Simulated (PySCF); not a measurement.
# C2Si: CCSDT(Q)/STO-6G

What is the energy change on altering one bond length of C2Si at CCSDT(Q)/STO-6G? Input form: a Python script.

Program for the calculation: PySCF 2.14.0.

29 further runs of the same task are left out: 10 that didn't finish, 19 set aside as unsound or not needed.

### 1 The structure to begin with

C2Si: 3 atoms, total charge 0, spin state singlet. Geometry: relaxed at GFN2-xTB.

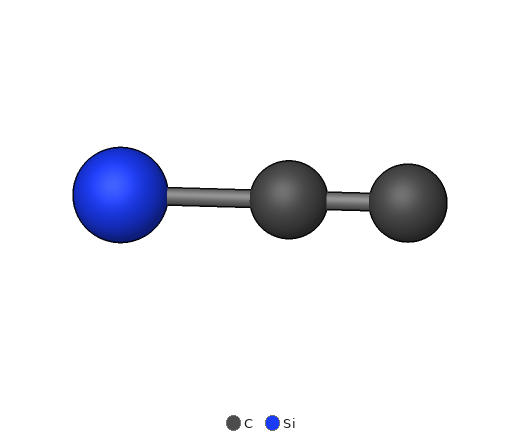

Viewed from a chosen angle; carbon dark grey, silicon blue.

### 2 The energy at CCSDT(Q)/STO-6G

The input, run.py:

```python
from pyscf import gto, scf, cc

mol = gto.M(
    atom='''
C       -1.111830       0.737510      -0.522770
C       -0.135170       0.089220      -0.063600
Si       1.247000      -0.826740       0.586370
''',
    charge=0,
    verbose=4,
    basis='sto-6g',
    max_memory=1860,
)

mf = scf.RHF(mol)
mf.conv_tol = 1e-10
mf.kernel()
if not mf.converged:
    mf = mf.newton().run(mf.mo_coeff, mf.mo_occ)

mycc = cc.CCSDT(mf, frozen=7)
mycc.kernel()
e_bracket, e_q = mycc.ccsdt_q()
e_final = mycc.e_tot + e_q
print('E(%s) = %.9f' % ('CCSDT(Q)', e_final))
```

The run is started by

```
$ OMP_NUM_THREADS=1 python run.py
```

The log of the run:

```text
PySCF version 2.14.0

[INPUT] num. atoms = 3
[INPUT] num. electrons = 26
[INPUT] charge = 0
[INPUT] spin (= nelec alpha-beta = 2S) = 0
[INPUT] symmetry False subgroup None
[INPUT] Mole.unit = angstrom
[INPUT] Symbol           X                Y                Z      unit          X                Y                Z       unit  Magmom
[INPUT]  1 C     -1.111830000000   0.737510000000  -0.522770000000 AA   -2.101054197075   1.393691914128  -0.987892126139 Bohr   0.0
[INPUT]  2 C     -0.135170000000   0.089220000000  -0.063600000000 AA   -0.255434280257   0.168601364834  -0.120186581522 Bohr   0.0
[INPUT]  3 Si     1.247000000000  -0.826740000000   0.586370000000 AA    2.356488477333  -1.562312176223   1.108078707661 Bohr   0.0

nuclear repulsion = 54.7130620891418
number of shells = 11
number of NR pGTOs = 114
number of NR cGTOs = 19
basis = sto-6g
ecp = {}

******** <class 'pyscf.scf.hf.RHF'> ********
method = RHF
initial guess = minao
damping factor = 0
level_shift factor = 0
DIIS = <class 'pyscf.scf.diis.CDIIS'>
diis_start_cycle = 1
diis_space = 8
diis_damp = 0
SCF conv_tol = 1e-10
SCF conv_tol_grad = None
SCF max_cycles = 50
direct_scf = True
direct_scf_tol = 1e-13
Set gradient conv threshold to 1e-05
Initial guess from minao.
init E= -363.21596317097
  HOMO = -0.173538466050003  LUMO = 0.0502210922357139  gap/eV = 6.08881
cycle= 1 E= -363.108516645741  delta_E= 0.107  |g|= 0.377  |ddm|= 2.75
  HOMO = -0.120974611820482  LUMO = 0.109952396063772  gap/eV = 6.28384
cycle= 2 E= -363.130492864308  delta_E= -0.022  |g|= 0.371  |ddm|= 1.29
  HOMO = -0.240288524554768  LUMO = 0.153941209954767  gap/eV = 10.72754
cycle= 3 E= -363.194137395734  delta_E= -0.0636  |g|= 0.0477  |ddm|= 0.585
  HOMO = -0.247458508995092  LUMO = 0.161873690560381  gap/eV = 11.13850
cycle= 4 E= -363.195433963062  delta_E= -0.0013  |g|= 0.0181  |ddm|= 0.159
  HOMO = -0.248885191716816  LUMO = 0.160709905030983  gap/eV = 11.14565
cycle= 5 E= -363.195579014521  delta_E= -0.000145  |g|= 0.00609  |ddm|= 0.0274
  HOMO = -0.246489936693748  LUMO = 0.160017108632948  gap/eV = 11.06162
cycle= 6 E= -363.195595748076  delta_E= -1.67e-05  |g|= 0.00101  |ddm|= 0.0149
  HOMO = -0.24690189252624  LUMO = 0.160274555658769  gap/eV = 11.07984
cycle= 7 E= -363.195596505206  delta_E= -7.57e-07  |g|= 0.000283  |ddm|= 0.0028
  HOMO = -0.246829683788934  LUMO = 0.160230020990276  gap/eV = 11.07666
cycle= 8 E= -363.195596567964  delta_E= -6.28e-08  |g|= 9.53e-05  |ddm|= 0.000862
  HOMO = -0.246795405159045  LUMO = 0.160210254939403  gap/eV = 11.07519
cycle= 9 E= -363.195596574509  delta_E= -6.55e-09  |g|= 5.34e-06  |ddm|= 0.000384
  HOMO = -0.246797963031977  LUMO = 0.160211217142242  gap/eV = 11.07528
cycle= 10 E= -363.195596574528  delta_E= -1.88e-11  |g|= 2.2e-07  |ddm|= 2.06e-05
  HOMO = -0.246797858074692  LUMO = 0.160211176401024  gap/eV = 11.07528
Extra cycle  E= -363.195596574528  delta_E= -2.27e-13  |g|= 1.07e-07  |ddm|= 5.18e-07
converged SCF energy = -363.195596574528

******** <class 'pyscf.cc.rccsdt.RCCSDT'> ********
RCCSDT nocc = 6, nmo = 12
Allocating only the i<=j<=k part of the T3 amplitude in memory
frozen orbitals 7
max_cycle = 50
conv_tol = 1e-07
conv_tol_normt = 1e-06
diis with the T3 amplitude
diis_space = 6
diis_start_cycle = 0
diis_start_energy_diff = 1e+09
einsum_backend: numpy
_make_eris_incore_RCCSDT
blksize  6    blksize_oovv  4    blksize_oooo  4    blksize_vvvv  1

WARN: A large `blksize` is being used, which may cause large memory consumption
      for storing contraction intermediates. If memory is sufficient, consider using
      `pyscf.cc.rccsdt_highm.RCCSDT` instead.

WARN: A large `blksize_oovv` is being used, which may cause large memory consumption
      for storing contraction intermediates. If memory is sufficient, consider using
      `pyscf.cc.rccsdt_highm.RCCSDT` instead.

WARN: A large `blksize_oooo` is being used, which may cause large memory consumption
      for storing contraction intermediates. If memory is sufficient, consider using
      `pyscf.cc.rccsdt_highm.RCCSDT` instead.

Approximate memory usage estimate
    T3 memory                94.5 KB
    R3 memory                94.5 KB
    Symmetrized T3 memory    70.9 KB
    ERIs memory               162 KB
    T1-ERIs memory            162 KB
    Intermediates memory      162 KB
    Block workspace           270 KB
    T3 einsum buffer          270 KB
Init t2, MP2 energy = -363.373216995747  E_corr(MP2) -0.177620421219
Init E_corr(RCCSDT) = -0.177620421218907
cycle =  1  E_corr(RCCSDT) = -0.168590663233  dE =  9.029757986124e-03  norm(d tamps) = 1.19730975e-01
cycle =  2  E_corr(RCCSDT) = -0.206035426994  dE = -3.744476376116e-02  norm(d tamps) = 1.23469880e-01
cycle =  3  E_corr(RCCSDT) = -0.197355420260  dE =  8.680006733548e-03  norm(d tamps) = 1.17781477e-01
cycle =  4  E_corr(RCCSDT) = -0.200437495613  dE = -3.082075352648e-03  norm(d tamps) = 1.67247726e-02
cycle =  5  E_corr(RCCSDT) = -0.204382267332  dE = -3.944771718691e-03  norm(d tamps) = 1.11506250e-02
cycle =  6  E_corr(RCCSDT) = -0.204118674159  dE =  2.635931728309e-04  norm(d tamps) = 2.84479553e-03
cycle =  7  E_corr(RCCSDT) = -0.203979997742  dE =  1.386764167453e-04  norm(d tamps) = 1.65758419e-03
cycle =  8  E_corr(RCCSDT) = -0.204014675627  dE = -3.467788445710e-05  norm(d tamps) = 4.92601992e-04
cycle =  9  E_corr(RCCSDT) = -0.204003473036  dE =  1.120259086329e-05  norm(d tamps) = 2.22160486e-04
cycle = 10  E_corr(RCCSDT) = -0.204016398994  dE = -1.292595860294e-05  norm(d tamps) = 1.61348756e-04
cycle = 11  E_corr(RCCSDT) = -0.204011767824  dE =  4.631170130470e-06  norm(d tamps) = 7.58041448e-05
cycle = 12  E_corr(RCCSDT) = -0.204015142223  dE = -3.374398724970e-06  norm(d tamps) = 4.00401380e-05
cycle = 13  E_corr(RCCSDT) = -0.204015782502  dE = -6.402791088156e-07  norm(d tamps) = 2.25176111e-05
cycle = 14  E_corr(RCCSDT) = -0.204016817851  dE = -1.035349179918e-06  norm(d tamps) = 8.37635556e-06
cycle = 15  E_corr(RCCSDT) = -0.204016769443  dE =  4.840840209241e-08  norm(d tamps) = 4.96057088e-06
cycle = 16  E_corr(RCCSDT) = -0.204016794270  dE = -2.482722541441e-08  norm(d tamps) = 3.19822061e-06
cycle = 17  E_corr(RCCSDT) = -0.204016825000  dE = -3.073026244582e-08  norm(d tamps) = 2.16105268e-06
cycle = 18  E_corr(RCCSDT) = -0.204016727840  dE =  9.716008816940e-08  norm(d tamps) = 1.80325298e-06
cycle = 19  E_corr(RCCSDT) = -0.204016693835  dE =  3.400499065664e-08  norm(d tamps) = 1.38689783e-06
cycle = 20  E_corr(RCCSDT) = -0.204016734913  dE = -4.107758938554e-08  norm(d tamps) = 9.57521401e-07
RCCSDT converged
E(RCCSDT) = -363.399613309441   E_corr = -0.2040167349128384
E_corr(same-spin) = -0.0404003921217913
E_corr(oppo-spin) = -0.163616342791047
_make_eris_incore_RCCSDT
[Q] correction =  3.071478268876e-03    (Q) correction = -2.246744395691e-03
E(CCSDT(Q)) = -363.401860054
```

Wall time 1.2 s (1 thread of Arm Neoverse V2, shared host); peak memory 0.11 GiB.

### 3 The distorted shape

The input, input.py:

```python
from pyscf import gto, cc

mol = gto.M(
    atom=[
    ('C', (-1.388296, 0.920723, -0.652779)),
    ('C', (-0.411636, 0.272433, -0.193609)),
    ('Si', (1.247000, -0.826740, 0.586370)),
],
    basis='sto-6g',
    verbose=4,
    max_memory=1860,
    charge=0,
    spin=0,
)

myscf = mol.RHF()
myscf.conv_tol = 1e-10
myscf.kernel()
if not myscf.converged:
    myscf = myscf.newton().run(myscf.mo_coeff, myscf.mo_occ)

mycc = cc.CCSDT(myscf, frozen=7)
mycc.kernel()
e_bracket, e_q = mycc.ccsdt_q()
etot = mycc.e_tot + e_q
print('Final energy', etot)
```

The run is started by

```
$ OMP_NUM_THREADS=1 python input.py
```

The log of the run:

```text
PySCF version 2.14.0

[INPUT] num. atoms = 3
[INPUT] num. electrons = 26
[INPUT] charge = 0
[INPUT] spin (= nelec alpha-beta = 2S) = 0
[INPUT] symmetry False subgroup None
[INPUT] Mole.unit = angstrom
[INPUT] Symbol           X                Y                Z      unit          X                Y                Z       unit  Magmom
[INPUT]  1 C     -1.388296000000   0.920723000000  -0.652779000000 AA   -2.623499219829   1.739914306588  -1.233573529867 Bohr   0.0
[INPUT]  2 C     -0.411636000000   0.272433000000  -0.193609000000 AA   -0.777879303011   0.514823757294  -0.365867985251 Bohr   0.0
[INPUT]  3 Si     1.247000000000  -0.826740000000   0.586370000000 AA    2.356488477333  -1.562312176223   1.108078707661 Bohr   0.0

nuclear repulsion = 49.0190637008654
number of shells = 11
number of NR pGTOs = 114
number of NR cGTOs = 19
basis = sto-6g
ecp = {}

******** <class 'pyscf.scf.hf.RHF'> ********
method = RHF
initial guess = minao
damping factor = 0
level_shift factor = 0
DIIS = <class 'pyscf.scf.diis.CDIIS'>
diis_start_cycle = 1
diis_space = 8
diis_damp = 0
SCF conv_tol = 1e-10
SCF conv_tol_grad = None
SCF max_cycles = 50
direct_scf = True
direct_scf_tol = 1e-13
Set gradient conv threshold to 1e-05
[... 1 set-up line as earlier in the session ...]
init E= -362.901796120886
  HOMO = -0.167370192180062  LUMO = 0.0635227458795571  gap/eV = 6.28292
cycle= 1 E= -362.903930268782  delta_E= -0.00213  |g|= 0.49  |ddm|= 2.68
  HOMO = -0.00672951901061469  LUMO = 0.0444300156849942  gap/eV = 1.39212
cycle= 2 E= -361.956756878276  delta_E= 0.947  |g|= 1.68  |ddm|= 2.93
  HOMO = -0.145903232679409  LUMO = 0.0776626755026886  gap/eV = 6.08354
cycle= 3 E= -363.074084168436  delta_E= -1.12  |g|= 0.132  |ddm|=    2
  HOMO = -0.183042219983175  LUMO = 0.121109954336146  gap/eV = 8.27640
cycle= 4 E= -363.082125560923  delta_E= -0.00804  |g|= 0.0741  |ddm|= 0.305
  HOMO = -0.207727618627961  LUMO = 0.130450898054892  gap/eV = 9.20231
cycle= 5 E= -363.085124671113  delta_E= -0.003  |g|= 0.0242  |ddm|= 0.14
  HOMO = -0.201136584568736  LUMO = 0.126003759207725  gap/eV = 8.90194
cycle= 6 E= -363.085611284545  delta_E= -0.000487  |g|= 0.0133  |ddm|= 0.0629
  HOMO = -0.198270794140473  LUMO = 0.12437805283455  gap/eV = 8.77972
cycle= 7 E= -363.085831774182  delta_E= -0.00022  |g|= 0.0035  |ddm|= 0.0541
  HOMO = -0.198371615086412  LUMO = 0.124200707758344  gap/eV = 8.77764
cycle= 8 E= -363.085856669039  delta_E= -2.49e-05  |g|= 0.0013  |ddm|= 0.0215
  HOMO = -0.197847244132423  LUMO = 0.12381224923417  gap/eV = 8.75280
cycle= 9 E= -363.085859462723  delta_E= -2.79e-06  |g|= 6.28e-05  |ddm|= 0.00916
  HOMO = -0.197844177088656  LUMO = 0.123803287202975  gap/eV = 8.75247
cycle= 10 E= -363.085859464204  delta_E= -1.48e-09  |g|= 9.02e-06  |ddm|= 0.000124
  HOMO = -0.197840138268344  LUMO = 0.123800478374294  gap/eV = 8.75229
cycle= 11 E= -363.085859464292  delta_E= -8.82e-11  |g|= 1.35e-06  |ddm|= 4.99e-05
  HOMO = -0.197840689778064  LUMO = 0.123800826939679  gap/eV = 8.75231
Extra cycle  E= -363.085859464293  delta_E= -1.36e-12  |g|= 8.83e-07  |ddm|= 4.01e-06
converged SCF energy = -363.085859464293

******** <class 'pyscf.cc.rccsdt.RCCSDT'> ********
RCCSDT nocc = 6, nmo = 12
Allocating only the i<=j<=k part of the T3 amplitude in memory
frozen orbitals 7
max_cycle = 50
conv_tol = 1e-07
conv_tol_normt = 1e-06
diis with the T3 amplitude
diis_space = 6
diis_start_cycle = 0
diis_start_energy_diff = 1e+09
einsum_backend: numpy
_make_eris_incore_RCCSDT
blksize  6    blksize_oovv  4    blksize_oooo  4    blksize_vvvv  1

WARN: A large `blksize` is being used, which may cause large memory consumption
      for storing contraction intermediates. If memory is sufficient, consider using
      `pyscf.cc.rccsdt_highm.RCCSDT` instead.

WARN: A large `blksize_oovv` is being used, which may cause large memory consumption
      for storing contraction intermediates. If memory is sufficient, consider using
      `pyscf.cc.rccsdt_highm.RCCSDT` instead.

WARN: A large `blksize_oooo` is being used, which may cause large memory consumption
      for storing contraction intermediates. If memory is sufficient, consider using
      `pyscf.cc.rccsdt_highm.RCCSDT` instead.

Approximate memory usage estimate
    T3 memory                94.5 KB
    R3 memory                94.5 KB
    Symmetrized T3 memory    70.9 KB
    ERIs memory               162 KB
    T1-ERIs memory            162 KB
    Intermediates memory      162 KB
    Block workspace           270 KB
    T3 einsum buffer          270 KB
Init t2, MP2 energy = -363.290689206582  E_corr(MP2) -0.204829742289
Init E_corr(RCCSDT) = -0.204829742289163
cycle =  1  E_corr(RCCSDT) = -0.182857412195  dE =  2.197233009384e-02  norm(d tamps) = 2.06837915e-01
cycle =  2  E_corr(RCCSDT) = -0.251540189042  dE = -6.868277684629e-02  norm(d tamps) = 3.23652038e-01
cycle =  3  E_corr(RCCSDT) = -0.226611102362  dE =  2.492908667959e-02  norm(d tamps) = 5.10031341e-01
cycle =  4  E_corr(RCCSDT) = -0.229642609112  dE = -3.031506749755e-03  norm(d tamps) = 5.16269244e-02
cycle =  5  E_corr(RCCSDT) = -0.236829109529  dE = -7.186500417004e-03  norm(d tamps) = 3.22794169e-02
cycle =  6  E_corr(RCCSDT) = -0.238525633470  dE = -1.696523941200e-03  norm(d tamps) = 1.50646130e-02
cycle =  7  E_corr(RCCSDT) = -0.237656263165  dE =  8.693703049366e-04  norm(d tamps) = 8.63451417e-03
cycle =  8  E_corr(RCCSDT) = -0.237401320800  dE =  2.549423651196e-04  norm(d tamps) = 4.16798170e-03
cycle =  9  E_corr(RCCSDT) = -0.237536910717  dE = -1.355899169790e-04  norm(d tamps) = 2.41091275e-03
cycle = 10  E_corr(RCCSDT) = -0.237337945876  dE =  1.989648408854e-04  norm(d tamps) = 1.43804504e-03
cycle = 11  E_corr(RCCSDT) = -0.237220024132  dE =  1.179217436708e-04  norm(d tamps) = 7.97716987e-04
cycle = 12  E_corr(RCCSDT) = -0.237220170539  dE = -1.464070220336e-07  norm(d tamps) = 4.89782591e-04
cycle = 13  E_corr(RCCSDT) = -0.237234738265  dE = -1.456772610114e-05  norm(d tamps) = 4.61007231e-04
cycle = 14  E_corr(RCCSDT) = -0.237229746274  dE =  4.991991087916e-06  norm(d tamps) = 2.08993424e-04
cycle = 15  E_corr(RCCSDT) = -0.237232290443  dE = -2.544168218543e-06  norm(d tamps) = 1.23084797e-04
cycle = 16  E_corr(RCCSDT) = -0.237241825054  dE = -9.534611415812e-06  norm(d tamps) = 6.05797977e-05
cycle = 17  E_corr(RCCSDT) = -0.237240231938  dE =  1.593115568022e-06  norm(d tamps) = 3.03797293e-05
cycle = 18  E_corr(RCCSDT) = -0.237240718441  dE = -4.865025223788e-07  norm(d tamps) = 2.41882601e-05
cycle = 19  E_corr(RCCSDT) = -0.237240991229  dE = -2.727877249642e-07  norm(d tamps) = 2.10391723e-05
cycle = 20  E_corr(RCCSDT) = -0.237240730182  dE =  2.610467962905e-07  norm(d tamps) = 1.94307931e-05
cycle = 21  E_corr(RCCSDT) = -0.237240549308  dE =  1.808739900355e-07  norm(d tamps) = 1.88072560e-05
cycle = 22  E_corr(RCCSDT) = -0.237240746455  dE = -1.971470529882e-07  norm(d tamps) = 1.81166195e-05
cycle = 23  E_corr(RCCSDT) = -0.237240340580  dE =  4.058753496905e-07  norm(d tamps) = 1.70257937e-05
cycle = 24  E_corr(RCCSDT) = -0.237240467438  dE = -1.268584840231e-07  norm(d tamps) = 1.44000185e-05
cycle = 25  E_corr(RCCSDT) = -0.237240293038  dE =  1.743999489823e-07  norm(d tamps) = 1.11535628e-05
cycle = 26  E_corr(RCCSDT) = -0.237240665538  dE = -3.724996446297e-07  norm(d tamps) = 8.03712040e-06
cycle = 27  E_corr(RCCSDT) = -0.237240455061  dE =  2.104771549549e-07  norm(d tamps) = 5.82361064e-06
cycle = 28  E_corr(RCCSDT) = -0.237240614388  dE = -1.593276935663e-07  norm(d tamps) = 3.28536805e-06
cycle = 29  E_corr(RCCSDT) = -0.237240600078  dE =  1.431001925289e-08  norm(d tamps) = 2.22119867e-06
cycle = 30  E_corr(RCCSDT) = -0.237240643834  dE = -4.375537790424e-08  norm(d tamps) = 1.46362995e-06
cycle = 31  E_corr(RCCSDT) = -0.237240676149  dE = -3.231577941354e-08  norm(d tamps) = 1.19058569e-06
cycle = 32  E_corr(RCCSDT) = -0.237240686991  dE = -1.084117359773e-08  norm(d tamps) = 1.07219917e-06
cycle = 33  E_corr(RCCSDT) = -0.237240683281  dE =  3.709356682924e-09  norm(d tamps) = 8.77496478e-07
RCCSDT converged
E(RCCSDT) = -363.3231001475745   E_corr = -0.2372406832812935
E_corr(same-spin) = -0.0476943062717629
E_corr(oppo-spin) = -0.189546377009531
_make_eris_incore_RCCSDT
[Q] correction =  1.163285090527e-02    (Q) correction = -1.241113927790e-02
Final energy -363.33551128685235
```

It took 1.6 s on 1 thread of Arm Neoverse V2, shared host; peak memory 0.12 GiB.

### 4 Summary of results

Level: CCSDT(Q)/STO-6G, 7 core orbitals frozen.

```
                                                          quantity          value
                                         first shape: total energy  -363.40186 Eh
                 first shape: dipole moment (Hartree–Fock density)         5.56 D
                  first shape: HOMO energy (Hartree–Fock orbitals)       -6.72 eV
                  first shape: LUMO energy (Hartree–Fock orbitals)        4.36 eV
                first shape: HOMO–LUMO gap (Hartree–Fock orbitals)       11.08 eV
          first shape: correlation energy (7 core orbitals frozen)     -206.3 mEh
                                        first shape: T1 diagnostic          0.029
                                     distorted shape: total energy  -363.33551 Eh
             distorted shape: dipole moment (Hartree–Fock density)         8.18 D
              distorted shape: HOMO energy (Hartree–Fock orbitals)       -5.38 eV
              distorted shape: LUMO energy (Hartree–Fock orbitals)        3.37 eV
            distorted shape: HOMO–LUMO gap (Hartree–Fock orbitals)        8.75 eV
      distorted shape: correlation energy (7 core orbitals frozen)     -249.7 mEh
                                    distorted shape: T1 diagnostic          0.070
energy change with the C2–Si3 bond stretched from 1.781 to 2.137 Å       1.805 eV
```

In words: With the C2–Si3 bond stretched from 1.781 to 2.137 Å the energy rises by 1.81 eV (42 kcal/mol). The first shape isn't relaxed at this level, so the change isn't measured from a minimum. The minimal basis adds a large error of its own. The T1 diagnostic (first shape) of 0.029 is above the customary mark for such species, so a single reference may not serve. The T1 diagnostic (distorted shape) of 0.070 is above the customary mark for such species, so a single reference may not serve. Mulliken charges (distorted shape) of the mean-field density run from -0.49 on C2 to +0.66 on Si3; they depend strongly on the basis.
